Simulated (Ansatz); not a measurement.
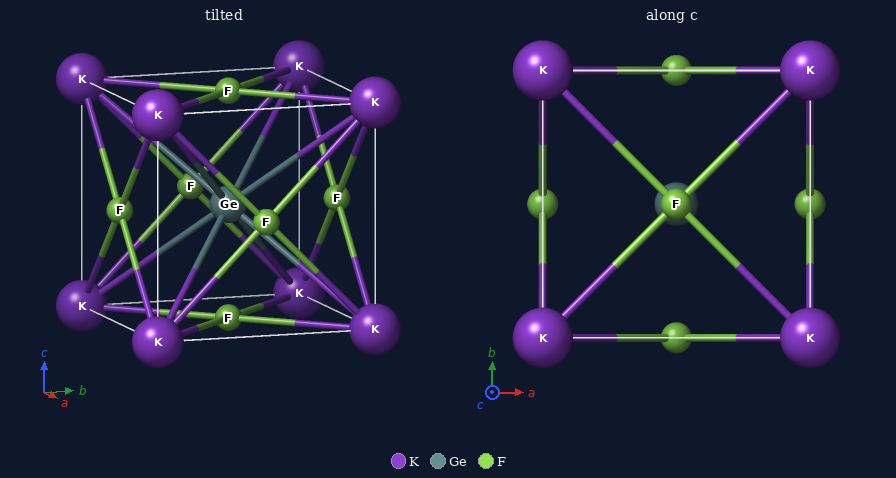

Shown here is a ball-and-stick view of the crystal, taken slightly off an axis and along the c axis. Atoms at the boundary of the conventional unit cell (the box) are drawn once for each face, edge or corner they touch.

KGeF3, cubic perovskite, space group Pm-3m (No. 221), a = 4.300 Å, b = 4.300 Å, c = 4.300 Å, α = 90.00°, β = 90.00°, γ = 90.00°. Origin of the cell: a structure type filled with these elements by a generator (whether the compound takes this form wasn't checked). The cell was then strained or its atoms displaced on purpose. A calculation with Ansatz used it as input.

This one geometry was computed with Ansatz (DFT, plane waves, PAW) at three levels of theory: PBE, r2SCAN and HSE06. It was relaxed with r2SCAN and then strained.

### Which level gives the highest pressure at this volume, and what does that say about its equilibrium volume?

Highest: PBE (6.6 GPa), which points to the largest equilibrium volume. Lowest, with the smallest volume: r2SCAN (4.0 GPa). Levels within 0.5 GPa of each other can't be told apart.

### How does the band gap change with the level of theory?

PBE: a gap of 1.48 eV, direct; r2SCAN: a gap of 1.71 eV, direct; HSE06: a gap of 2.35 eV, direct.

### Collect the results in a table.

| level | cutoff (eV) | k-mesh of the run's cell | gap (eV) | pressure (GPa) |
| --- | --- | --- | --- | --- |
| PBE | 420 | 6×6×6 | 1.48 | 6.6 |
| r2SCAN | 500 | 6×6×6 | 1.71 | 4.0 |
| HSE06 | 420 | 4×4×4 | 2.35 | 5.4 |

Gaps are taken on the k-mesh or band path of each run.
